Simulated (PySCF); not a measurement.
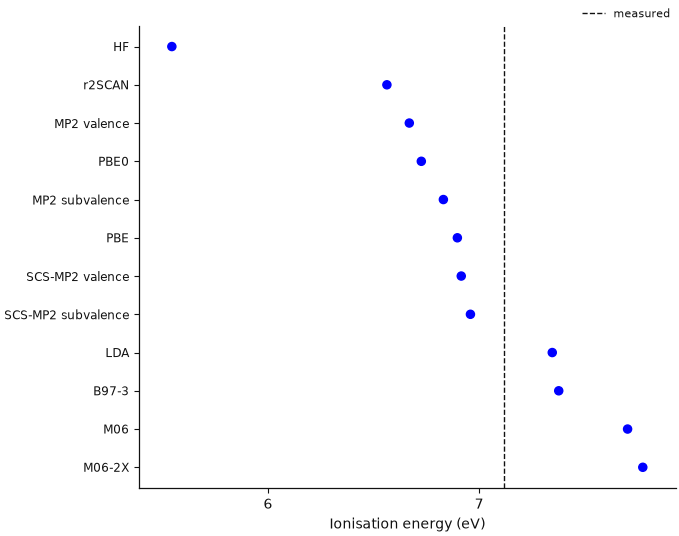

The ionisation energy of an atom or ion with 43 electrons in the configuration [Kr] 4d⁵ 5s² by several methods. PySCF, ANO-RCC-VTZP, spin-free X2C-1e, unrestricted single determinants, no spin-orbit coupling. Methods marked “valence” freeze 36 core electrons; methods marked “subvalence” freeze 28 core electrons.

> Which atom or ion is it?

Neutral technetium. The values run from 5.54 eV (HF) to 7.77 eV (M06-2X). The measured value is 7.12 eV; nearest to it come SCS-MP2 subvalence (−0.16) and SCS-MP2 valence (−0.20), furthest HF (−1.57 eV).
